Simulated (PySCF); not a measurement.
# C₆H₁₆Si₂: one change and its effect

System: C₆H₁₆Si₂.
Method of run A: GIAO mPW1PW91/6-31G* NMR shielding, non-relativistic, gas phase (PySCF 2.14.0).

The geometry comes from this level: GFN2-xTB. Text and figures count atoms from 1; the logs count them from 0 in places.

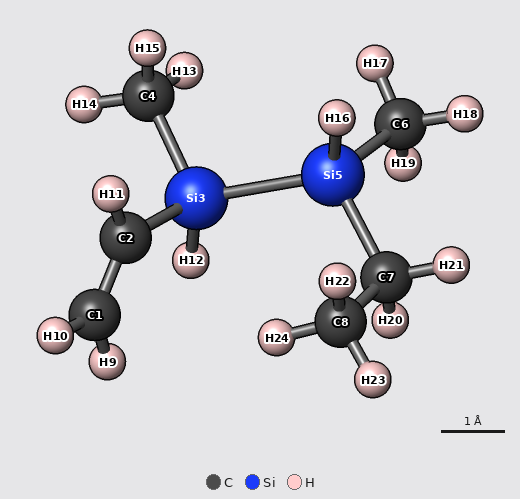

Fig. 1: The structure (ball-and-stick view, seen at a tilt; atoms are numbered from 1 in the order of the input). Bond lengths as drawn: C–C 1.32 to 1.52 Å, C–H 1.08 to 1.09 Å, C–Si 1.89 to 1.91 Å, H–Si 1.48 Å and Si–Si 2.33 Å.

### Input, run A
```
{"job": {"xc": "mPW1PW91", "basis": "6-31G*", "kind": "nmr", "pop": false}, "charge": 0, "multiplicity": 1}
C     -1.524538     0.978101    -2.634464
C     -1.425318    -0.054380    -1.812225
Si    -1.311204     0.058745     0.070319
C     -2.629309    -1.125255     0.777685
Si     0.812233    -0.549982     0.824350
C      0.857777    -0.607760     2.730059
C      2.147058     0.692173     0.249087
C      2.258776     0.772585    -1.267965
H     -1.569386     1.989822    -2.263767
H     -1.568529     0.872708    -3.708544
H     -1.383089    -1.046672    -2.248036
H     -1.716658     1.432916     0.437631
H     -2.651819    -1.080223     1.862349
H     -3.625233    -0.883522     0.417895
H     -2.420770    -2.154296     0.498803
H      1.250823    -1.884960     0.354817
H      0.159266    -1.346307     3.110812
H      1.843380    -0.867241     3.105044
H      0.585623     0.351196     3.161759
H      1.921252     1.686382     0.639641
H      3.119704     0.415759     0.660689
H      2.510265    -0.200571    -1.683710
H      3.032205     1.478534    -1.567567
H      1.315758     1.092012    -1.707107
```

The first line tells a small driver script what to run in PySCF; the rest is the geometry in Å.

Command:
```bash
OMP_NUM_THREADS=1 python <driver script> task.json out
```

Hardware: 1 CPU thread, shared host.

### Output (run A)
```
coarse grid: 19688 points
cycle   1  E = -817.1770518700  dE =  3.234e-01  |g| = 6.009e-01  |ddm| = 4.055e+00
cycle   2  E = -817.1598964340  dE =  1.716e-02  |g| = 6.462e-01  |ddm| = 1.157e+00
cycle   3  E = -817.2738182410  dE = -1.139e-01  |g| = 3.942e-02  |ddm| = 6.223e-01
cycle   4  E = -817.2740182849  dE = -2.000e-04  |g| = 3.014e-02  |ddm| = 6.069e-02
cycle   5  E = -817.2742442892  dE = -2.260e-04  |g| = 7.411e-03  |ddm| = 2.914e-02
cycle   6  E = -817.2742602298  dE = -1.594e-05  |g| = 1.331e-03  |ddm| = 9.194e-03
cycle   7  E = -817.2742607001  dE = -4.703e-07  |g| = 3.157e-04  |ddm| = 1.591e-03
final grid: 177056 points
cycle   8  E = -817.1857115280  dE = -2.673e-05  |g| = 8.389e-03  |ddm| = 2.396e-02
cycle   9  E = -817.1857073974  dE =  4.131e-06  |g| = 9.380e-03  |ddm| = 1.577e-02
cycle  10  E = -817.1857307433  dE = -2.335e-05  |g| = 3.424e-04  |ddm| = 8.256e-03
cycle  11  E = -817.1857307733  dE = -2.998e-08  |g| = 1.372e-04  |ddm| = 5.157e-04
cycle  12  E = -817.1857307781  dE = -4.779e-09  |g| = 3.621e-05  |ddm| = 1.479e-04
cycle  13  E = -817.1857307784  dE = -2.906e-10  |g| = 1.829e-05  |ddm| = 5.458e-05
converged SCF energy = -817.1857307784

GIAO shielding tensors (ppm)
atom      isotropic    diamagn.    paramagn.     s11        s22        s33       span
  0 C       68.113     256.853    -188.740    -42.615     75.300    171.653    214.268
  1 C       65.287     257.329    -192.042    -42.325     55.430    182.755    225.080
  2 Si     436.035     883.790    -447.755    408.672    440.715    458.719     50.047
  3 C      199.770     250.688     -50.919    196.873    199.940    202.496      5.622
  4 Si     440.083     882.898    -442.815    412.639    442.261    465.349     52.710
  5 C      200.113     250.894     -50.781    196.895    200.569    202.876      5.980
  6 C      186.113     247.190     -61.076    178.836    184.175    195.329     16.493
  7 C      183.112     249.651     -66.539    177.458    179.049    192.828     15.370
  8 H       26.298      32.829      -6.531     22.387     25.767     30.740      8.353
  9 H       26.347      29.052      -2.704     22.949     25.934     30.158      7.210
 10 H       25.980      31.194      -5.214     23.024     26.417     28.500      5.475
 11 H       27.653      32.983      -5.330     25.579     25.929     31.451      5.872
 12 H       32.381      30.692       1.689     27.423     30.744     38.977     11.555
 13 H       32.154      29.273       2.882     27.428     29.354     39.680     12.252
 14 H       32.290      30.952       1.338     28.045     30.296     38.528     10.483
 15 H       27.982      32.546      -4.564     25.618     26.155     32.173      6.555
 16 H       32.464      30.904       1.560     27.241     30.760     39.390     12.149
 17 H       32.316      30.111       2.205     27.465     29.719     39.765     12.300
 18 H       32.485      31.328       1.157     28.375     30.409     38.671     10.296
 19 H       31.515      32.216      -0.701     27.602     30.544     36.400      8.798
 20 H       31.462      30.974       0.488     25.903     30.645     37.837     11.933
 21 H       31.474      31.789      -0.315     27.798     29.764     36.859      9.061
 22 H       31.234      30.657       0.577     26.112     28.872     38.717     12.605
 23 H       31.071      32.909      -1.838     24.794     31.011     37.409     12.615
```

For run B the input was changed thus:
```diff
-"xc": "mPW1PW91"
+"xc": "CAM-B3LYP"
```

What does this change do to the results?

The total energies belong to different methods, so their difference says nothing on which is more stable or more accurate. The HOMO goes from −7.02 to −8.23 eV. The LUMO goes from 0.03 to 1.24 eV. Of all shieldings, the largest change is that of C2, by −2.0 ppm. The functional changes from mPW1PW91 to CAM-B3LYP. The SCF takes 12 iterations against 13.

### Output (run B)
```
coarse grid: 19688 points
cycle   1  E = -817.0831825103  dE =  4.955e-01  |g| = 4.856e-01  |ddm| = 4.032e+00
cycle   2  E = -817.1071542514  dE = -2.397e-02  |g| = 3.980e-01  |ddm| = 7.621e-01
cycle   3  E = -817.1490805325  dE = -4.193e-02  |g| = 2.990e-02  |ddm| = 3.538e-01
cycle   4  E = -817.1492978706  dE = -2.173e-04  |g| = 1.869e-02  |ddm| = 4.760e-02
cycle   5  E = -817.1493851352  dE = -8.726e-05  |g| = 3.217e-03  |ddm| = 1.707e-02
cycle   6  E = -817.1493878179  dE = -2.683e-06  |g| = 1.047e-03  |ddm| = 3.710e-03
final grid: 177056 points
cycle   7  E = -817.0642228919  dE = -2.052e-05  |g| = 5.145e-03  |ddm| = 1.541e-02
cycle   8  E = -817.0642245547  dE = -1.663e-06  |g| = 4.721e-03  |ddm| = 8.613e-03
cycle   9  E = -817.0642302115  dE = -5.657e-06  |g| = 2.811e-04  |ddm| = 3.745e-03
cycle  10  E = -817.0642302278  dE = -1.626e-08  |g| = 1.792e-04  |ddm| = 4.565e-04
cycle  11  E = -817.0642302362  dE = -8.439e-09  |g| = 4.127e-05  |ddm| = 1.903e-04
cycle  12  E = -817.0642302367  dE = -4.836e-10  |g| = 7.893e-06  |ddm| = 4.763e-05
converged SCF energy = -817.0642302367

GIAO shielding tensors (ppm)
atom      isotropic    diamagn.    paramagn.     s11        s22        s33       span
  0 C       67.372     256.299    -188.927    -46.381     76.211    172.285    218.666
  1 C       63.318     256.847    -193.528    -47.443     54.204    183.194    230.637
  2 Si     436.122     883.570    -447.448    407.939    441.169    459.259     51.320
  3 C      199.396     249.478     -50.082    196.441    199.368    202.380      5.939
  4 Si     440.420     882.592    -442.172    412.294    442.651    466.316     54.022
  5 C      199.746     249.658     -49.913    196.578    199.884    202.774      6.196
  6 C      185.923     246.314     -60.391    179.154    183.988    194.626     15.472
  7 C      183.244     248.795     -65.551    177.878    179.614    192.239     14.362
  8 H       26.353      33.182      -6.829     22.404     25.819     30.837      8.432
  9 H       26.433      29.076      -2.643     23.038     26.002     30.257      7.219
 10 H       26.048      31.240      -5.192     23.011     26.528     28.605      5.594
 11 H       27.737      33.216      -5.479     25.697     26.062     31.453      5.756
 12 H       32.422      30.739       1.683     27.535     30.797     38.933     11.399
 13 H       32.203      29.199       3.005     27.566     29.415     39.629     12.064
 14 H       32.320      31.024       1.296     28.158     30.351     38.449     10.291
 15 H       28.057      32.704      -4.648     25.720     26.265     32.185      6.465
 16 H       32.507      30.937       1.570     27.368     30.815     39.338     11.970
 17 H       32.355      30.005       2.350     27.592     29.773     39.700     12.108
 18 H       32.526      31.391       1.136     28.498     30.465     38.616     10.117
 19 H       31.578      32.318      -0.741     27.740     30.660     36.333      8.593
 20 H       31.516      30.707       0.809     26.053     30.751     37.744     11.691
 21 H       31.482      31.857      -0.375     27.871     29.779     36.797      8.926
 22 H       31.241      30.471       0.770     26.195     28.969     38.559     12.364
 23 H       31.085      33.348      -2.262     24.898     30.973     37.385     12.487
```

### The two runs side by side

```csv
quantity,run A,run B
outcome,converged,converged
total energy (hartree),−817.185731,−817.064230
HOMO (eV),−7.02,−8.23
LUMO (eV),0.03,1.24
dipole moment (D),0.13,0.12
shielding of C1 (ppm),68.1,67.4
shielding of C2 (ppm),65.3,63.3
shielding of C4 (ppm),199.8,199.4
shielding of Si5 (ppm),440.1,440.4
shielding of C6 (ppm),200.1,199.7
shielding of C7 (ppm),186.1,185.9
shielding of C8 (ppm),183.1,183.2
SCF iterations,13,12
basis functions,152,152
wall time (shared host),27 s,38 s
```
